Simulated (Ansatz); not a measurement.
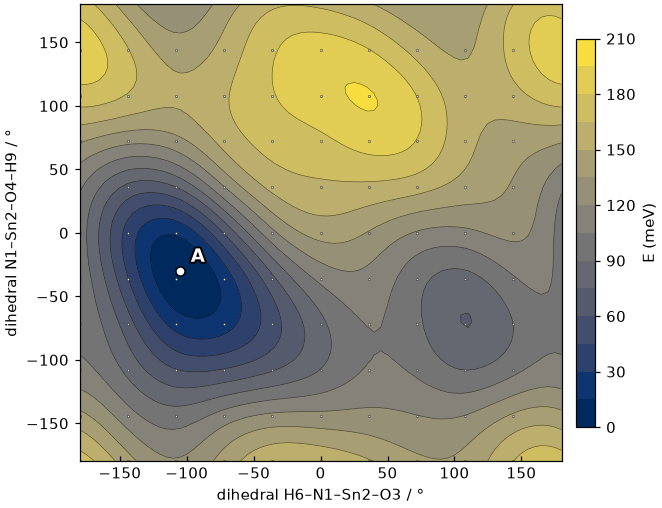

H5NO3Sn, SMILES [NH2][Sn]([OH])([OH])[OH]. Coordinates scanned: (1) dihedral H6–N1–Sn2–O3; (2) dihedral N1–Sn2–O4–H9. Nothing is relaxed (all other coordinates rigid). The grid has 10 × 10 points. Energies are in meV, from the relaxed molecule at the same level. Computed with Ansatz 0.2.0, RKS PBE-D4/def2-SVP.

The picture shows filled contours, dots at the grid points, the point A. Between grid points the surface is interpolated.

**What is the easiest way out of the well at A, and how high is the barrier?**

The easiest path leads from the well at dihedral H6–N1–Sn2–O3 = −108°, dihedral N1–Sn2–O4–H9 = −36° to the well at dihedral H6–N1–Sn2–O3 = 108°, dihedral N1–Sn2–O4–H9 = −72°, about 74 meV higher. Its highest point lies about 102 meV above the bottom of the first well on the interpolated surface, at dihedral H6–N1–Sn2–O3 = −180°, dihedral N1–Sn2–O4–H9 = −72°. Seen from the upper well the barrier is about 28 meV. The start is the relaxed structure and all else is held, so a fully relaxed path at this level can only be lower.

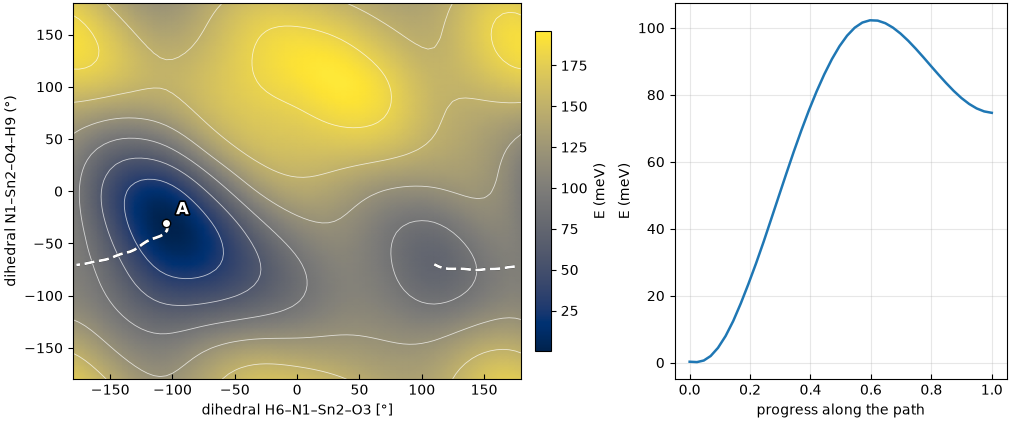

Drawn: a smooth colour map with a few white contour lines, a line along the lowest path, the energy along the path at the right. Between grid points the surface is interpolated.
